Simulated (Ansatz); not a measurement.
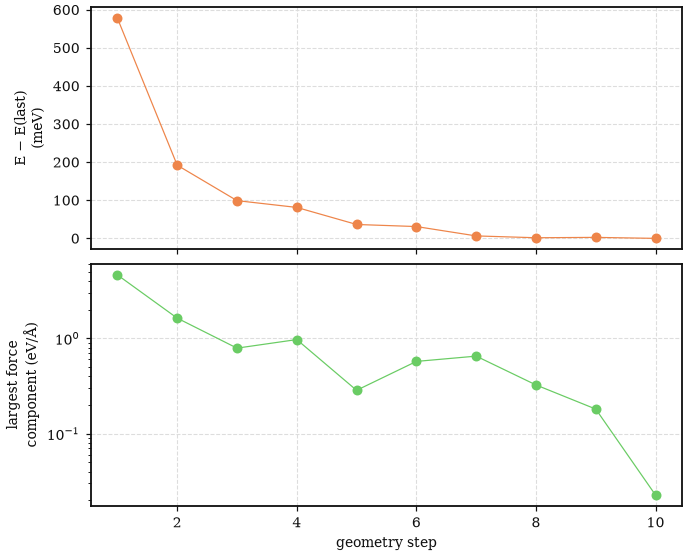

History of a geometry optimisation.

```
crystal:
  periodic: [false, false, false]
  atoms:
    - {symbol: B, position_ang: [-1.273048, 0.546134, -0.071926]}
    - {symbol: C, position_ang: [0.072844, 0.014043, -0.077450]}
    - {symbol: C, position_ang: [1.222100, -0.386036, -0.180358]}
    - {symbol: H, position_ang: [-2.246572, 0.562850, 0.596544]}
    - {symbol: H, position_ang: [-1.378947, 1.506771, -0.695193]}
basis:
  gaussian: {orbitals: def2-SVP}
magnetization: {spin_polarized: true, initial_magnetization: 1}
hamiltonian: {xc: pbe, dispersion: d4}
relax: {f_tol: 0.03, max_steps: 250}
```

Command:
```bash
ansatz run in.yaml --threads 2 --pin off --events-out ev --progress --plain --max-ram 4352MiB
```

> How did it end, and what did it gain?

The optimisation met its thresholds at geometry 10, counting the start as the first. The energy fell by about 580 meV from the first step to the last. The largest force component goes from about 4.6 eV/Å at the start to 0.023 eV/Å at the end.

> By which step was nine tenths of the energy gained?

By step 5 of 10.
